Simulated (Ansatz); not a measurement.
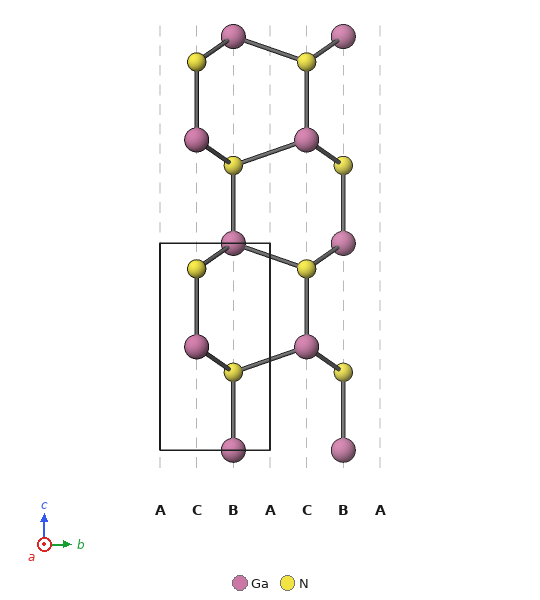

Projection along an edge of the hexagonal mesh, stacking direction c upwards. The dashed lines mark the three columns A (0, 0), B (1/3, 2/3) and C (2/3, 1/3). The sequence starts with the first layer at or above the cell's origin.

System GaN; source of the atomic positions: the end point of a relaxation with DFT, PBE, plane waves, PAW in Ansatz 0.2.0; the starting structure was generated, so it need not be a known form of this composition.

**Give the sequence of layers in one repeat, with element and column.**

Ga(B) – N(B) – Ga(C) – N(C) (four layers in 5.24 Å).

**How are the N layers alone stacked?**

N layers alone: BC, the hexagonal close-packed type.

**Which positions between or in the N layers do the other atoms fill?**

Ga: two tetrahedral sites in each hexagonal cell.

**What short polytype symbol fits?**

Polytype symbol 2H, the symbol of a tetrahedral polytype (number of double layers in the repeat and lattice).
